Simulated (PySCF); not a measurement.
**C4H8FO2Si: EPR calculation**

C4H8FO2Si, multiplicity 2, computed with UKS B3LYP, pcH-1 on C F H O Si, non-relativistic, mean-field spin-orbit, GIAO (PySCF 2.14.0).

It belongs to a series of runs on one base structure; here: H removed from sp2 C.

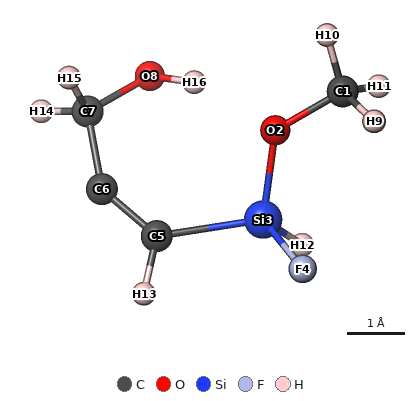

Figure 1. The structure as given in the input (ball-and-stick view, seen at a tilt; atoms are numbered from 1 in the order of the input).

## Key numbers

| quantity | value |
| --- | --- |
| outcome | converged |
| total energy | −697.066544 hartree |
| ⟨S²⟩ | 0.758 |
| isotropic g | 2.0021 |
| hardware | 1 CPU thread, shared host |
| wall time | 1.9 min |
| peak memory | 0.98 GiB |

## Input
```
{"job": {"kind": "epr", "basis": "pcH-1"}, "charge": 0, "multiplicity": 2}
C      2.163554     0.332809     1.019246
O      1.004216     0.074390     0.266668
Si     0.853172    -0.155819    -1.330155
F      1.920063    -1.283608    -1.780504
C     -0.883185    -0.878580    -1.577312
C     -1.952240    -0.681011    -0.873766
C     -2.443256     0.067737     0.278966
O     -1.628531     1.159137     0.668544
H      2.952948    -0.376687     0.768878
H      1.902935     0.230864     2.072490
H      2.519668     1.346362     0.827569
H      1.223290     0.998212    -2.129797
H     -0.923406    -1.531861    -2.441473
H     -3.423413     0.500578     0.048805
H     -2.574896    -0.634563     1.119151
H     -0.718518     0.840986     0.745575
```

The first line tells a small driver script what to run in PySCF; the rest is the geometry in Å.

Command:
```bash
OMP_NUM_THREADS=1 python <driver script> task.json out
```

## What the program printed
```
UKS, coarse grid
  cycle   1  E = -696.86308953  |g| = 7.79e-01
  cycle   2  E = -696.54565987  |g| = 1.24e+00
  cycle   3  E = -697.06049417  |g| = 1.10e-01
  cycle   4  E = -697.06493319  |g| = 5.57e-02
  cycle   5  E = -697.06637177  |g| = 1.98e-02
  cycle   6  E = -697.06654092  |g| = 7.69e-03
  cycle   7  E = -697.06658238  |g| = 2.46e-03
  cycle   8  E = -697.06659140  |g| = 1.83e-03
  cycle   9  E = -697.06659523  |g| = 6.11e-04
UKS, final grid
  cycle   1  E = -697.06654363  |g| = 5.39e-04
  cycle   2  E = -697.06654380  |g| = 7.12e-04
  cycle   3  E = -697.06654402  |g| = 1.70e-04
  cycle   4  E = -697.06654410  |g| = 1.64e-04
  cycle   5  E = -697.06654414  |g| = 5.70e-05
  cycle   6  E = -697.06654414  |g| = 1.22e-05
E = -697.06654414 Eh   <S^2> = 0.7579 (exact 0.7500)
g shifts (ppm)      1          2          3
  rmc          -177       -177       -177
  gc             36          3          6
  oz_so        -700         -8        646
  total        -841       -182        475
hyperfine (MHz)  atom isotope    a_iso     a_fc   dipolar eigenvalues
    0   13C       2.03       2.03     -0.30     -0.26      0.55
    1   17O      -1.77      -1.77     -0.82      0.24      0.59
    2  29Si    -160.37    -160.54    -24.05     11.75     12.31
    3   19F      10.41      10.30    -14.24    -13.09     27.33
    4   13C     -24.85     -24.85    -16.56      1.30     15.26
    5   13C     245.12     245.24    -77.82    -59.95    137.77
    6   13C      44.47      44.46     -4.57     -3.25      7.83
    7   17O     -13.47     -13.43    -27.29     12.96     14.33
    8    1H      -0.09      -0.09     -0.59     -0.52      1.11
    9    1H       0.39       0.39     -0.64     -0.51      1.16
   10    1H      -0.25      -0.25     -0.62     -0.50      1.12
   11    1H      22.68      22.68     -1.59     -1.06      2.65
   12    1H     152.98     152.98     -6.56     -5.47     12.02
   13    1H      30.87      30.87     -7.67     -4.26     11.93
   14    1H       4.08       4.08     -6.81     -4.22     11.03
   15    1H      -5.86      -5.88     -8.89     -0.25      9.14
```

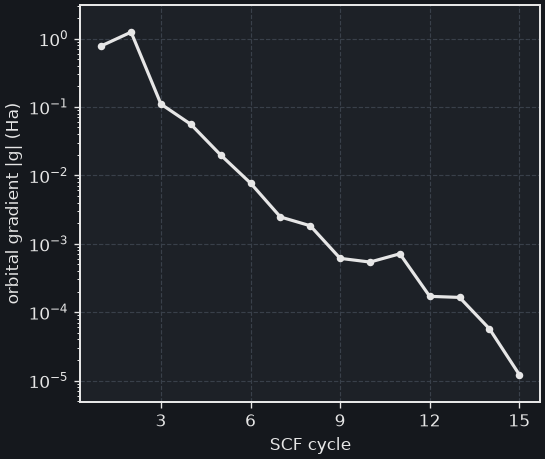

Figure 2. Convergence of the self-consistent field: orbital gradient |g| against the SCF cycle. All cycles printed in the log are drawn one after another.

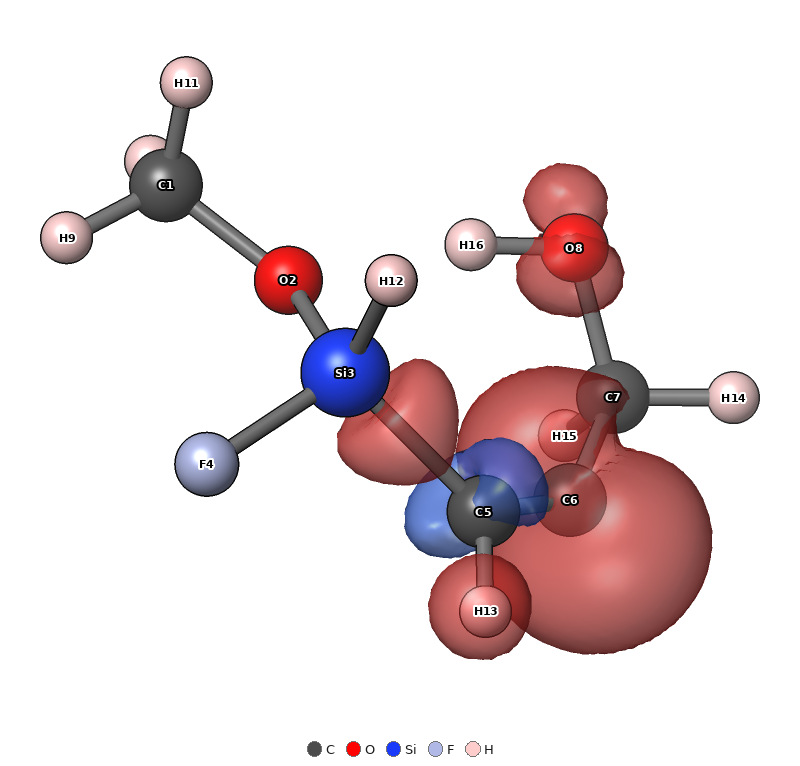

Figure 3. Isosurfaces of the spin density at +0.03 (red) and −0.03 e/Å³ (blue), seen at an oblique angle. The unpaired spin (1 electron) lies mostly on C6 (about 0.7) and C7 (about 0.1), in electrons by Hirshfeld's partition.

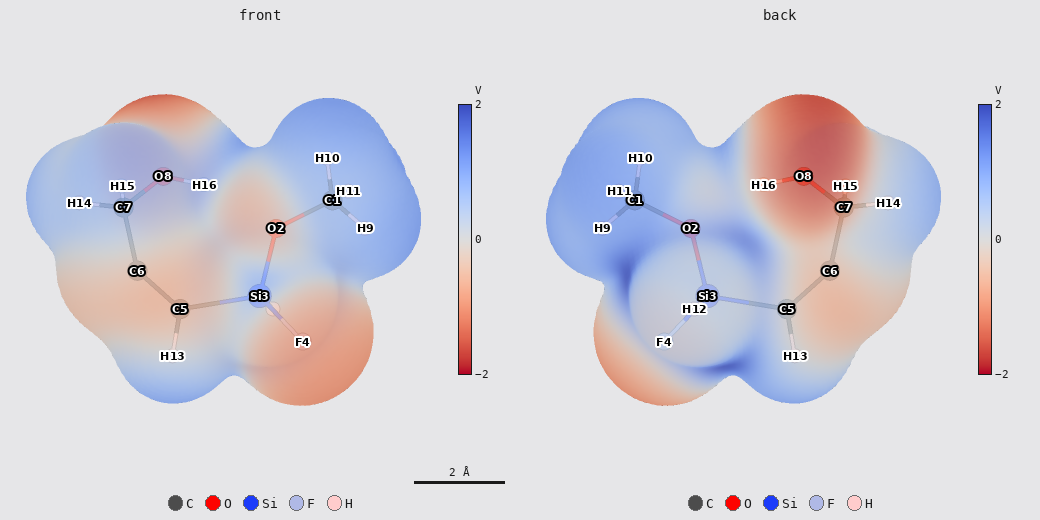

Figure 4. The electrostatic potential painted on the density surface at 0.002 e/bohr³, seen face on and from behind; red is negative and blue positive.
